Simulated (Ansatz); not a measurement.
# H2S2Si: energy of protonation at one site in Python

The task is the energy of protonation at one site, for H2S2Si.

All numbers are computed with Ansatz 0.2.0, driven from Python. Level of theory: Hartree-Fock/cc-pVDZ.

## (1) The system

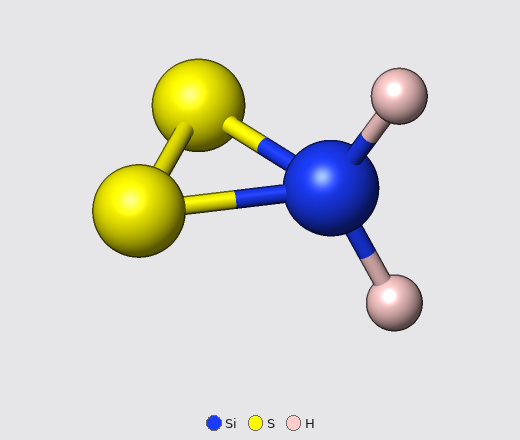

The structure that the script starts from, seen from a chosen angle (silicon blue, sulfur yellow, hydrogen pink).

Input file h2s2si.xyz:

```xyz
5

Si   -0.26490    0.22140   -0.22820
S     1.67380   -0.31880    0.25250
S     0.07930   -1.30410    1.12240
H    -0.69200   -0.19580   -1.57650
H    -0.74630    1.52360    0.38830
```

## (2) The code

Contents of pa_h2s2si.py:

```python
import ansatz as az
import numpy as np

geometry = az.Crystal.molecule_from_extxyz("h2s2si.xyz")

calculation = (
    geometry.calculation()
    .basis(gaussian="cc-pVDZ")
    .functional("hf")
)
symbols = [site.symbol for site in geometry.cartesian_sites]
start = np.array([site.position_ang for site in geometry.cartesian_sites], dtype=float)
report = calculation.relax(force_tolerance=0.01).run().report
end = np.array(report["positions_ang"])

away = sum((end[2] - end[j]) / np.linalg.norm(end[2] - end[j]) for j in [0, 1]) + np.array([0.15, 0.1, -0.2])
proton = end[2] + 1.4 * away / np.linalg.norm(away)
acid = az.Crystal.molecule()
for symbol, place in zip(symbols, end):
    acid = acid.atom(symbol, place.tolist())
acid = acid.atom("H", proton.tolist())
protonated = (
    acid.calculation()
    .basis(gaussian="cc-pVDZ")
    .functional("hf")
    .charge(1)
    .relax(force_tolerance=0.01, max_steps=80)
)
after = protonated.run().report
xyz = np.array(after["positions_ang"])
reach = np.linalg.norm(xyz[:-1] - xyz[-1], axis=1)
print(f"base {report['free_energy_ev']:.5f} eV, protonated {after['free_energy_ev']:.5f} eV")
print(f"the proton ends {reach.min():.3f} A from {symbols[reach.argmin()]}{reach.argmin()}")
print(f"electronic proton affinity {(report['free_energy_ev'] - after['free_energy_ev']):.3f} eV")
```

## (3) What the engine is handed

The package turns the script's settings into the engine's input (first run):

```yaml
crystal:
  periodic: [false, false, false]
  atoms:
    - { symbol: Si, position_ang: [-0.2649, 0.2214, -0.2282] }
    - { symbol: S, position_ang: [1.6738, -0.3188, 0.2525] }
    - { symbol: S, position_ang: [0.0793, -1.3041, 1.1224] }
    - { symbol: H, position_ang: [-0.692, -0.1958, -1.5765] }
    - { symbol: H, position_ang: [-0.7463, 1.5236, 0.3883] }
basis:
  gaussian:
    orbitals: cc-pVDZ
hamiltonian:
  xc: hf
relax:
  f_tol: 0.01
```

## (4) Launch

On the command line:

```bash
$ python pa_h2s2si.py
```

Q: Predict the main results. Wanted: electronic proton affinity; moves of the relaxation of run 1; energy gained in run 1; last largest force component of run 1; moves of the relaxation of run 2; energy gained in run 2; last largest force component of run 2.

As calculated:

| quantity | value |
| --- | --- |
| electronic proton affinity | 8.235 eV |
| runs compared | 2 |
| moves of the relaxation of run 1 | 3 |
| energy gained in run 1 | 0.221 eV |
| last largest force component of run 1 | 0.0030 eV/Å |
| moves of the relaxation of run 2 | 9 |
| energy gained in run 2 | 2.233 eV |
| last largest force component of run 2 | 0.0048 eV/Å |

Run 1: The relaxation took 3 moves; the largest shift is 0.097 Å, of atom 4 (H). Run 2: After 9 moves the largest shift is 0.892 Å, of atom 6 (H). So large a move can change the bonding: the results belong to the relaxed structure. Caveats:
- The proton is put on one chosen atom, which needn't be the most basic site, so the molecule's proton affinity can be higher; the ends are stationary points, not checked by frequencies, and zero-point and thermal terms count only where printed.
